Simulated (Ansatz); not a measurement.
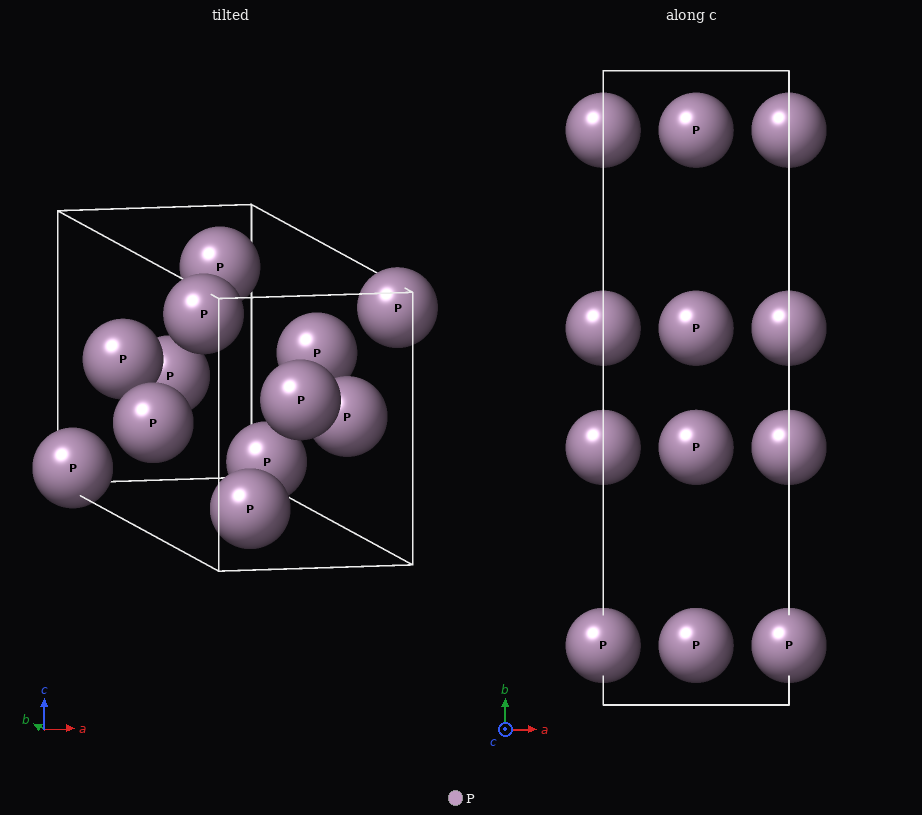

Spheres-only drawing of the structure, looking slightly off an axis and along the c axis. The lines enclose the conventional unit cell; boundary atoms appear with their images.

Question: How many atoms are there in one cell?

Answer: 8 (phosphorus), counting shared atoms by their share.

Question: What kind of lattice is this?

Answer: Base-centred orthorhombic.

Question: State the space group and its number.

Answer: Cmce (No. 64), with P on 8f.

Its origin is a structure type known for this element. It was relaxed at fixed volume with DFT PBE, spin-orbit coupling, plane waves, PAW (Ansatz 0.2.0).
